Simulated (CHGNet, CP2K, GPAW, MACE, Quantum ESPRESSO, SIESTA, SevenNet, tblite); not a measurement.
## tblite on random packing of As (59 atoms): settings against a plane-wave reference

How near does tblite come to plane waves for random packing of As (59 atoms)?

Main program and level: tblite 0.8.0; the method is named at each step.

**1. The starting structure**

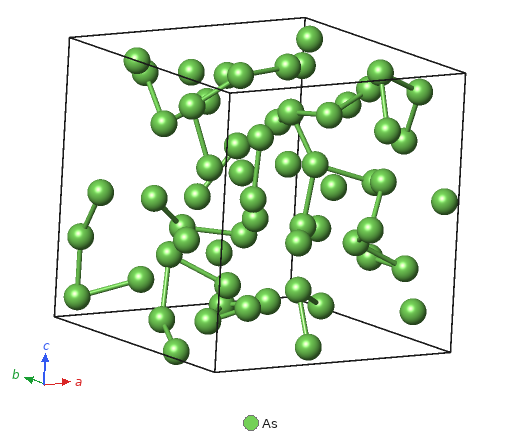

Start, viewed slightly off an axis; arsenic green. Bonds to atoms that aren't drawn are left out. Some periodic images of atoms are drawn too.

The cell holds 59 atoms: 59 As. Its edges and angles: a = 11.253 Å, b = 11.253 Å, c = 11.253 Å, α = 90.0°, β = 90.0°, γ = 90.0°. 59 atoms (59 As) packed at random in a cube at 5.15 g/cm³ and pushed apart as soft spheres; a start for melting by ab initio MD, not an equilibrated structure. Then every atom was moved at random, 0.02 Å r.m.s. a Cartesian component.

The yardstick, on the same geometry:

| Quantity | Value |
| --- | --- |
| method | Kohn-Sham DFT, PBE, SSSP efficiency 1.3.0 pseudopotentials, plane waves (Quantum ESPRESSO 7.5); sssp-pbe-1.3.0-efficiency, cutoffs 45/360 Ry, Γ point |
| r.m.s. force component | 0.7787 eV/Å |
| longest force | 3.688 eV/Å |
| pressure | 0.808 GPa |
| time | 88 s on 4 MPI ranks of Intel Xeon Platinum 8488C (Sapphire Rapids), shared host |
| CPU time | 5.8 min |

**2. GFN1-xTB**

Method: GFN1-xTB tight binding, diagonalisation.

Input file run.py:

```python
import numpy as np
from ase.io import read
from tblite.ase import TBLite

atoms = read("structure.xyz")
atoms.calc = TBLite(method="GFN1-xTB", electronic_temperature=580, accuracy=1.0, max_iterations=250, mixer_damping=0.1, verbosity=1)
energy = atoms.get_potential_energy()
forces = atoms.get_forces()
print(f"energy {energy:.6f} eV")
print("forces (eV/A)")
for i, (a, f) in enumerate(zip(atoms, forces)):
    print(f"{i:4d} {a.symbol:2s} {f[0]:10.5f} {f[1]:10.5f} {f[2]:10.5f}")
stress = -atoms.get_stress(voigt=False) * 160.21766
print("stress (GPa, compression positive)")
for row in stress:
    print(" ".join(f"{x:10.4f}" for x in row))
print("charges (e)")
print(np.array2string(atoms.get_charges(), precision=4, suppress_small=True, max_line_width=110, threshold=100000))
```

Input file structure.xyz:

```xyz
59
Lattice="11.25310 0.00000 0.00000 0.00000 11.25310 0.00000 0.00000 0.00000 11.25310" Properties=species:S:1:pos:R:3 pbc="T T T"
As 0.85490 3.66862 4.53838
As 1.78598 9.08361 10.62405
As 0.44045 9.16182 5.38933
As 8.02110 4.59036 8.87611
As 2.64583 1.53256 8.96928
As 10.98370 7.59562 8.47809
As 5.31776 9.16925 8.71733
As 5.62756 10.85677 3.27533
As 9.19705 7.91768 11.19650
As 10.58928 3.03665 7.95853
As 10.33260 5.24012 9.63929
As 10.44659 4.75016 2.94347
As 3.28872 10.63823 9.72707
As 10.44749 2.28145 2.97847
As 5.06356 2.99209 7.42862
As 0.75508 3.82245 0.02543
As 6.77380 8.58713 5.84486
As 4.76884 4.63875 4.92886
As 2.92974 8.63225 8.09132
As 3.49814 4.35720 10.84427
As 10.38740 8.35104 3.39360
As 4.74397 7.47971 0.23215
As 5.92982 3.07570 2.28010
As 2.09454 6.57822 3.28804
As 6.68052 9.33343 0.36865
As 8.14533 1.40191 11.21090
As 7.26658 7.06301 0.93299
As 8.63158 1.49587 6.75704
As 4.65136 1.39055 4.60319
As 7.94728 7.13345 8.49947
As 1.50161 6.00612 0.82575
As 2.86965 9.55805 1.63924
As 7.86344 4.22644 1.27486
As 11.16285 0.83869 5.91350
As 5.38236 0.22821 7.02148
As 2.98939 2.25827 1.91685
As 5.95165 4.66486 10.95095
As 3.87984 7.42907 5.32497
As 2.81733 5.16866 7.00922
As 0.62747 10.66287 0.87493
As 7.87031 9.80955 3.02540
As 7.66854 0.01395 9.17848
As 2.46533 1.54381 6.49045
As 5.23337 6.81634 7.39756
As 10.98381 10.87736 9.41333
As 7.35007 0.37270 5.12950
As 8.08805 2.36776 4.17636
As 4.01893 5.21469 2.17657
As 5.45629 7.97980 2.83893
As 3.68505 10.11024 4.73699
As 2.21078 5.73267 9.42335
As 8.74332 9.13122 7.64254
As 9.41614 0.08969 1.75357
As 0.52507 10.49655 3.34330
As 5.75776 1.92034 0.22416
As 8.40708 6.54424 3.98495
As 8.61369 6.22657 6.51791
As 11.03558 5.52235 5.76271
As 10.50173 2.01172 10.14625
```

On the command line:

```bash
OMP_NUM_THREADS=1 python run.py > output.txt
```

The program printed:

```text
------------------------------------------------------------
  cycle        total energy    energy error   density error
------------------------------------------------------------
      1     -139.0243468857  -1.3856440E+02   1.9218833E-01
      2     -136.6774010449   2.3469458E+00   2.2005952E-01
      3     -139.5543428897  -2.8769418E+00   1.4801381E-01
      4     -139.5552069557  -8.6406601E-04   1.3127892E-01
      5     -138.7206115405   8.3459542E-01   1.1830049E-01
      6     -139.8666674438  -1.1460559E+00   2.7309087E-02
      7     -139.9390449248  -7.2377481E-02   9.2804283E-03
      8     -139.9468479718  -7.8030470E-03   3.7848726E-03
      9     -139.9476005512  -7.5257939E-04   2.6508000E-03
     10     -139.9478136954  -2.1314425E-04   1.9395287E-03
     11     -139.9478014606   1.2234850E-05   1.7422844E-03
     12     -139.9478809308  -7.9470181E-05   7.1872066E-04
     13     -139.9479193887  -3.8457963E-05   1.4375690E-04
     14     -139.9479210362  -1.6474419E-06   6.1722840E-05
     15     -139.9479213565  -3.2030931E-07   2.8983992E-05
     16     -139.9479213984  -4.1874500E-08   2.1872400E-05
     17     -139.9479214059  -7.5594926E-09   1.9059599E-05
------------------------------------------------------------
 total:                                   7.692 sec
energy -3808.176913 eV
forces (eV/A)
   0 As   -0.38328    0.38775   -0.31088
   1 As   -0.71600   -0.63188    0.28426
   2 As   -0.78393    0.34091   -0.82933
   3 As    0.34647   -0.10035    0.16705
   4 As    0.22204    0.12430   -1.28583
   5 As   -0.66672   -0.44077    0.27123
   6 As   -0.97609   -0.14629   -0.09180
   7 As   -1.43702   -0.56947   -0.36157
   8 As   -0.87824   -0.07859   -1.16186
   9 As   -0.83268    0.59634    0.43095
  10 As   -0.19694    0.44324   -0.26638
  11 As   -0.28040    0.29875    0.41895
  12 As    0.51682   -0.13398   -0.49372
  13 As   -0.87351    0.42144    0.77546
  14 As   -1.50428   -0.48405   -1.00786
  15 As    0.91323    0.47633    0.06643
  16 As    0.10031   -0.63342    0.35097
  17 As   -0.43835    0.24526    1.46089
  18 As    0.61855    0.11874    0.22767
  19 As   -1.08320   -0.35835    0.82876
  20 As   -0.06326    0.31163    0.91248
  21 As    1.04996    0.87790    0.89850
  22 As    0.32595   -0.16831    1.02340
  23 As    0.13248   -0.58509   -1.01060
[...]
51 As    0.35261    0.92899   -0.28632
  52 As   -0.21683    0.11668    0.24800
  53 As    0.24907   -0.07371    0.44944
  54 As   -0.54721    0.47985    0.00638
  55 As    0.68705   -0.14475    1.01148
  56 As    0.37326   -1.22567   -1.87414
  57 As    0.46324   -0.37714    0.05677
  58 As    0.35335   -1.40447   -0.67788
stress (GPa, compression positive)
   -8.3167     0.2076    -0.1606
    0.2076    -7.1507     0.2173
   -0.1606     0.2173    -8.8291
charges (e)
[ 0.001   0.005  -0.0051  0.001  -0.0083 -0.0034  0.0002  0.0059 -0.0109  0.0042  0.0051  0.0023  0.0042
  0.0026 -0.0124  0.0046  0.002  -0.0174  0.0009  0.0127 -0.0074  0.009   0.0018 -0.0046  0.0082  0.001
 -0.0005 -0.0024  0.0056  0.0084  0.0061 -0.0036 -0.001  -0.0047  0.0051 -0.0236  0.0092 -0.0057 -0.0132
  0.0016  0.0095 -0.003  -0.0114  0.0068 -0.0098  0.006  -0.0012  0.0029  0.0072 -0.0002  0.      0.0029
  0.0077  0.0017 -0.0015 -0.0031  0.0002 -0.003   0.0051]
```

Run time: 8.7 s. Hardware: 1 thread of Intel Xeon Platinum 8488C (Sapphire Rapids), shared host; peak memory 0.12 GiB.

Banners, paths, timers and routine set-up lines are dropped from the logs unmarked, and long logs keep their key lines alone; longer cuts are marked.

Compared with the plane-wave run:

| Property | Result |
| --- | --- |
| r.m.s. force component | 0.6459 eV/Å |
| r.m.s. difference of force components | 511.7 meV/Å |
| longest difference of force vectors | 1704 meV/Å |
| force difference over r.m.s. force | 65.71 % |
| slope of forces against the reference's | 0.6281 |
| correlation of force components | 0.7572 |
| pressure | -8.099 GPa |
| pressure difference | -8.907 GPa |

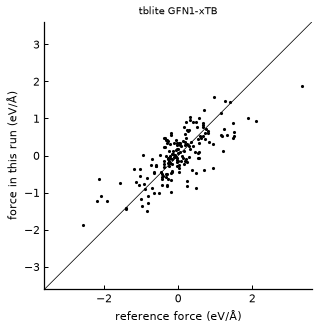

Force components against those of the reference; the line marks equality.

The surroundings of As57, which bears the longest force, nearest first, numbered as they follow in the input and with coordinates relative to it.

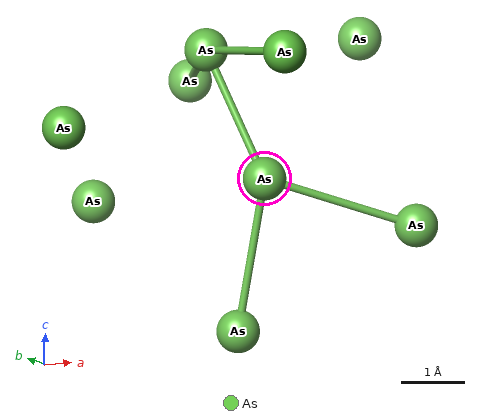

The atoms of the table, within 3.5 Å (arrows a, b, c point along x, y, z); some may hide others; the central atom is ringed.

| atom | x | y | z | distance (Å) | Mulliken charge (e) | Fx | Fy | Fz (eV/Å) |
| --- | --- | --- | --- | --- | --- | --- | --- | --- |
| As57 | 0.00 | 0.00 | 0.00 | 0.00 | 0.00 | 0.37 | -1.23 | -1.87 |
| As30 | -0.67 | 0.91 | 1.98 | 2.28 | 0.01 | -0.74 | 0.30 | 1.87 |
| As56 | -0.21 | 0.32 | -2.53 | 2.56 | 0.00 | 0.69 | -0.14 | 1.01 |
| As58 | 2.42 | -0.70 | -0.76 | 2.63 | 0.00 | 0.46 | -0.38 | 0.06 |
| As4 | -0.59 | -1.64 | 2.36 | 2.93 | 0.00 | 0.35 | -0.10 | 0.17 |
| As17 | -1.84 | 2.36 | -0.67 | 3.07 | 0.00 | 0.10 | -0.63 | 0.35 |
| As52 | 0.13 | 2.90 | 1.12 | 3.12 | 0.00 | 0.35 | 0.93 | -0.29 |
| As6 | 2.37 | 1.37 | 1.96 | 3.37 | 0.00 | -0.67 | -0.44 | 0.27 |
| As44 | -3.38 | 0.59 | 0.88 | 3.54 | 0.01 | 0.62 | 0.56 | -1.35 |

Atoms are counted from 1 here, from 0 in the log.

Forces lie 66 % from the reference's, at 0.025 times its CPU time (on 1 against 4 cores).

**3. Outcome**

* force difference from the reference: tblite GFN1-xTB, 66 %
* its CPU time: 8.7 s

**Reading.** Tight binding differs by 66 % (tblite GFN1-xTB); it is another model, with fitted parameters of its own, and the xTB methods hold dispersion. One electronic-structure run takes under half the reference's CPU time: tblite GFN1-xTB, at 66 % in 8.7 s against 5.8 min, too far off to be of use; its pressure misses by -8.9 GPa. Periodic xTB results under one method name differ between programs and library versions. The reference's pressure holds the uncorrected Pulay stress of its 45 Ry basis, so small pressure differences, and their order, may be the reference's own error. The electron count is odd in QE PBE, sssp-1.3.0-efficiency, 45/360 Ry, and they have no spin polarisation, so the unpaired electron is spread evenly over both spins. The electronic-structure runs sample only Γ, in a cell whose shortest periodic width is 11 Å, which is coarse for a cell with partly filled levels.

[Also dropped from logs without a mark: logging warnings of Python, and SIESTA's first energy breakdown and zero terms.]

[Logs are printed without paths, hosts, clocks, repeated set-up lines and the standing remarks that a program may print on its own settings, such as how far it seeks lower states.]

[Hosts, paths, dates, database ids (printed as entryN), source tags and the programs' standing remarks are cut or masked in the printed files.]
